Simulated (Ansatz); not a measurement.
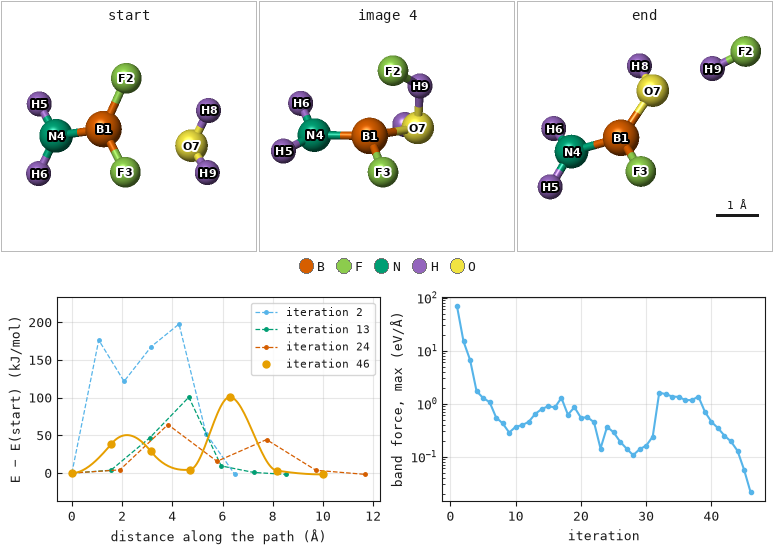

NEB run on BNH4OF2, made up at the start of BNH₂F₂ and H₂O. Images are numbered from 0 (start) to 6 (end). The plot follows the band through its iterations. Style: ball-and-stick. Shown at a tilt.

Method: RKS PBE-D4/def2-SVPD (Ansatz 0.2.0). Run with 5 movable images; climbing image; force threshold 0.05 eV/Å; iteration limit 60; starting path through a guess of the saddle point.

### How did the profile develop, and is the result final?

The run is converged, with reservations. The band converged in 46 iterations. The largest component of the band force went from 69 to 0.021 eV/Å. The climbing image converged on the top of the path. Its curvatures weren't checked. The first iteration put the highest image at 1176.1 kJ/mol. The energy climbs by 100.8 kJ/mol to image 4 and then falls by 102.6 kJ/mol, so the end point sits at −1.7 kJ/mol. The profile has 2 maxima (images 1, 4) with a dip at image 3 (+4.7 kJ/mol), so the process runs in steps.

Limits of the set-up: the start holds two separate molecules, 2.6 Å apart at their closest, whose relative position is a soft coordinate.

Cost: 4.7 min on 4 threads of Arm Neoverse V1, with other jobs on the host, peak memory 0.17 GiB.
